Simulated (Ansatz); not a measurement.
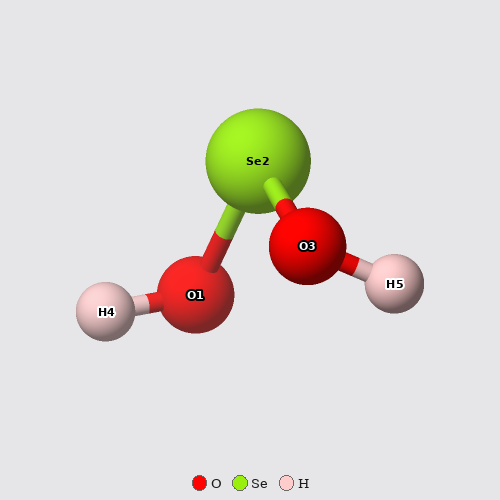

The system is H₂O₂Se, SMILES O[Se]O; the picture shows the reference structure. The first coordinate is: angle O1–Se2–O3; the second: change of the bonds Se2–O1, Se2–O3, all alike. Nothing is relaxed (all other coordinates rigid). Grid: 11 × 11 points. At 1 point there is no value. Points are written as (first, second). Energies: kJ/mol, counted from the lowest grid point. Computed with Ansatz 0.2.0, RKS wB97X-V/def2-SVP.

Its coordinates:

```xyz
5

O    -1.1371    0.3715   -0.6966
Se   -0.4268    0.1066    0.9213
O     1.2327   -0.3954    0.4899
H    -1.4194   -0.4888   -1.0399
H     1.7505    0.4061    0.3252
```

Range: angle O1–Se2–O3 from 56 to 146°; change of the bonds Se2–O1, Se2–O3, all alike from −0.197 to 0.304 Å.

Q: What landscape does the calculation give?

A: The lowest grid point is at (101°, 0.004 Å). It is the only kind of minimum in the scanned range. The highest grid point, (56°, −0.197 Å), lies 1037 kJ/mol above the lowest. Round the minimum the two coordinates are nearly uncoupled.

```tsv
second ↓, first →	56	65	74	83	92	101	110	119	128	137	146
0.304	395	260	200	171	157	154	159	171	190	213	239
0.254	391	237	168	135	119	116	121	134	154	178	207
0.204	394	219	140	102	85	80	86	100	121	148	178
0.154	408	208	118	74	55	50	55	71	93	122	154
0.104	433	207	103	53	30	24	31	47	71	102	137
0.054	472	217	97	40	14	7	14	31	58	91	128
0.004	530	242	103	38	8	0	7	26	54	90	131
−0.046	610	284	126	50	16	–	13	34	64	103	147
−0.096	716	350	168	80	41	29	36	58	91	133	181
−0.147	858	447	237	135	89	75	82	106	141	187	239
−0.197	1037	578	337	219	165	148	155	180	218	267	323
```

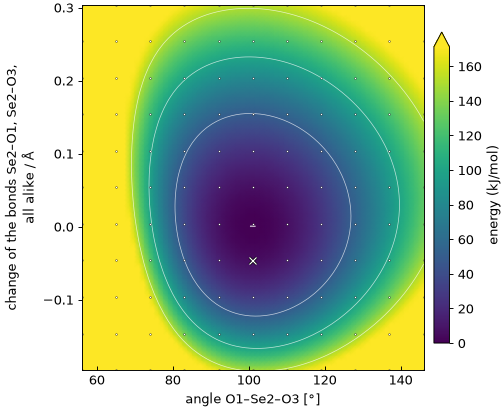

Drawn: a smooth colour map with a few white contour lines, crosses at grid points without a value, dots at the grid points, one colour for all values above the top of the scale. Between grid points the surface is interpolated.

The whole map (120 points run) took 14 min on 1 thread of Arm Neoverse V2, on a shared host.
